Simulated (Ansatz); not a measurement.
BH4S: several calculations on one system

### Relaxation

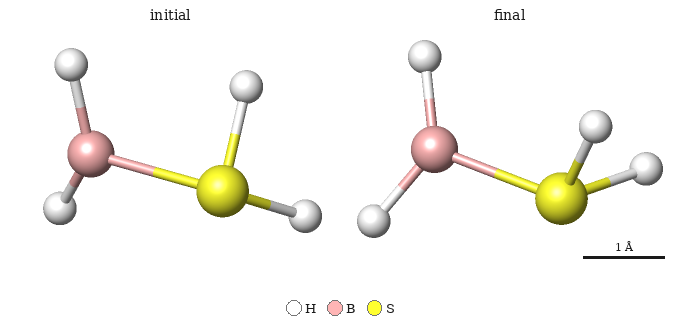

The structure of BH4S (multiplicity 2) (started from a transition state, displaced along its imaginary mode) before (left) and after (right) a relaxation, at one scale.

Style: ball-and-stick. Shown from a free direction.

These are results of UKS PBE0-D4/def2-TZVP (Ansatz 0.2.0), not measurements. (force threshold 0.005 eV/Å; at most 200 steps)

Summarise the run.

Answer. An H atom moves most after the best rigid fit: 0.92 Å. Largest moves by element: H 0.92 Å, S 0.30 Å, B 0.13 Å. Among the contacts that change: B–S 1.908 → 1.831 Å, H–S 1.340 → 1.362 Å, B–H 1.200 → 1.190 Å, H–S 1.387 → 1.378 Å. Bond angles that change, for instance: H–S–B 85.1° → 107.7°, S–B–H 105.2° → 119.5°, S–B–H 118.4° → 111.2°. Groups turn about B–S by about 75°. After 10 accepted moves (12 points after the start) the energy has fallen by 0.464 eV. The largest force component goes from 0.34 to 0.0043 eV/Å. The line search rejected the trial steps at points 7, 9 of the run. The run took roughly 23 core-seconds on a shared host.

### Relaxation

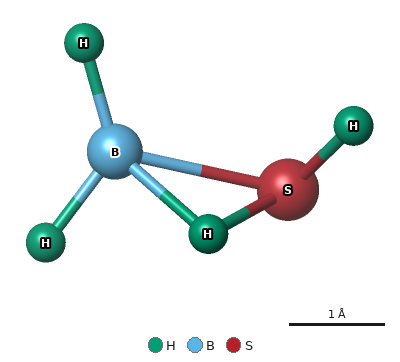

This is the input geometry for a relaxation of BH$_{4}$S (multiplicity 2) (started from a transition state, displaced along its imaginary mode). The picture is a ball-and-stick view, seen face on.

Level of theory: Ansatz 0.2.0, UKS PBE0-D4/def2-TZVP.

Input
```yaml
crystal:
  periodic: [false, false, false]
  atoms:
    - {symbol: H, position_ang: [-0.713710, -0.462085, 0.458365]}
    - {symbol: B, position_ang: [0.025860, 0.732034, 0.005586]}
    - {symbol: S, position_ang: [-0.040712, -1.026933, -0.821600]}
    - {symbol: H, position_ang: [1.090908, 1.198892, 0.281798]}
    - {symbol: H, position_ang: [-1.032333, 1.302815, -0.006187]}
    - {symbol: H, position_ang: [0.669985, -1.744622, 0.081936]}
basis:
  gaussian: {orbitals: def2-TZVP}
magnetization: {spin_polarized: true, initial_magnetization: 1}
hamiltonian: {xc: pbe0, dispersion: d4}
relax: {f_tol: 0.005, max_steps: 200}
```

Where does the relaxation end?

Answer. H1 moves most after the best rigid fit: 0.74 Å. By element the largest moves are H 0.74 Å, B 0.27 Å, S 0.09 Å. Among the contacts that change: H1–S3 1.553 → 2.284 Å, H1–B2 1.476 → 1.267 Å, B2–S3 1.945 → 1.843 Å, B2–H4 1.195 → 1.205 Å. Among the angles between lasting bonds that change: H1–B2–S3 51.8° → 92.6°, H1–B2–H4 133.8° → 104.0°, H1–B2–H5 86.9° → 109.8°. After 9 accepted moves (11 points after the start) the energy has fallen by 0.940 eV. The largest force component goes from 0.74 to 0.0034 eV/Å. The line search rejected the trial steps at points 6, 8 of the run. The run took roughly 21 core-seconds on a shared host.

History of the run:

```csv
step,"E − E(0), eV","largest force component, eV/Å",note
0,0.0000,0.7365,
1,-0.2995,1.0970,
2,-0.6764,0.6804,
3,-0.8285,1.0920,
4,-0.9282,0.1704,
5,-0.9343,0.2150,
6,-0.9302,0.4542,rejected
7,-0.9394,0.1105,
8,-0.9316,0.2065,rejected
9,-0.9403,0.0240,
10,-0.9403,0.0061,
11,-0.9403,0.0034,
```

Final geometry:

```xyz
6

H    -0.6971   -0.0277    1.0595
B    -0.1459    0.5308    0.0642
S    -0.0926   -1.0410   -0.8967
H     0.9198    0.8990    0.4899
H    -0.9120    1.2974   -0.4468
H     0.9278   -1.6583   -0.2702
```

The end point in the same view:

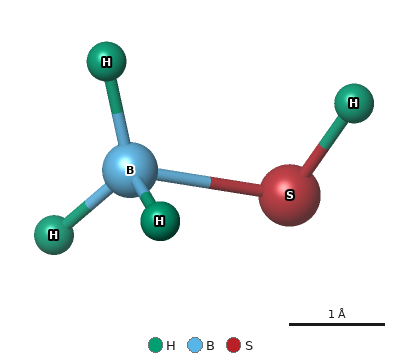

### Reaction

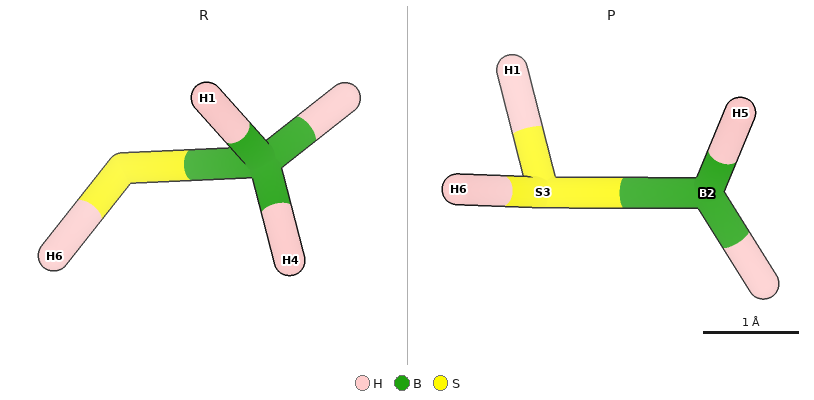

Reactant (R) and product (P) of one elementary step of BH₄S (multiplicity 2). The picture is a stick view, seen face on.

Stationary points at PBE0-D4/def2-TZVP, single-point energies with CCSD(T)/CBS, r2SCAN0-D4, B97M-V (def2-TZVPP where no basis is named; Ansatz 0.2.0). The energies are electronic, without zero-point or thermal terms, and both ends are the minima reached downhill from the saddle, with any fragments still in contact. CCSD(T)/CBS stands for a frozen-core estimate: MP2 correlation extrapolated from def2-TZVPP and def2-QZVPP, CCSD(T) minus MP2 from the smaller set.

R:
```xyz
6

H    -0.7333   -0.0486    1.0339
B    -0.1500    0.5291    0.0685
S    -0.0577   -1.0253   -0.9175
H     0.8990    0.8930    0.5373
H    -0.9006    1.3023   -0.4554
H     0.9426   -1.6505   -0.2669
```

P:
```xyz
6

H    -1.0638   -1.2539   -0.6415
B     0.1576    0.9250    0.0527
S     0.2180   -0.8332   -0.4561
H     1.0475    1.5444   -0.4364
H    -0.6612    1.2799    0.8396
H     0.3018   -1.6620    0.6415
```

Predict the saddle point between them and the barrier.

Answer. From R over the saddle to P, a bond forms: H1–S3 (2.28 → 1.39 → 1.36 Å). A bond breaks: H1–B2 (1.27 → 1.85 → 2.59 Å). The saddle has one imaginary mode, 842i cm⁻¹. With CCSD(T)/CBS the barrier is 27.6 kcal/mol from R and 14.7 kcal/mol from P, and P lies 12.9 kcal/mol above R. By Pauling bond orders of the changing bonds the saddle lies closer to P, the higher end, as Hammond's postulate suggests.

```tsv
level	barrier from R (kcal/mol)	barrier from P (kcal/mol)	P less R (kcal/mol)
CCSD(T)/CBS	27.6	14.7	12.9
r2SCAN0-D4	28.5	15.3	13.2
B97M-V	29.2	14.8	14.4
```

Against CCSD(T)/CBS, r2SCAN0-D4 comes closest on the barrier from R (+0.9 kcal/mol) and B97M-V misses most (+1.6 kcal/mol).

Saddle geometry:

```xyz
6

H    -0.8782   -0.6920    0.3580
B     0.0856    0.8354   -0.0447
S    -0.0367   -0.9570   -0.7216
H     1.1581    1.2745    0.2150
H    -1.0016    1.3044    0.0711
H     0.6729   -1.7652    0.1222
```

The saddle point in the same view, with dashed sticks for the bonds that form or break:

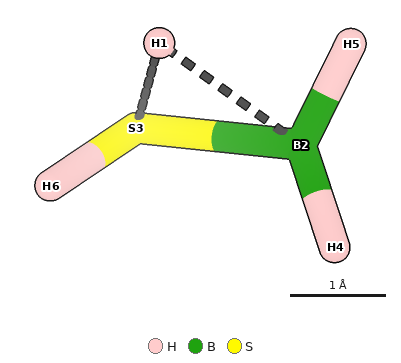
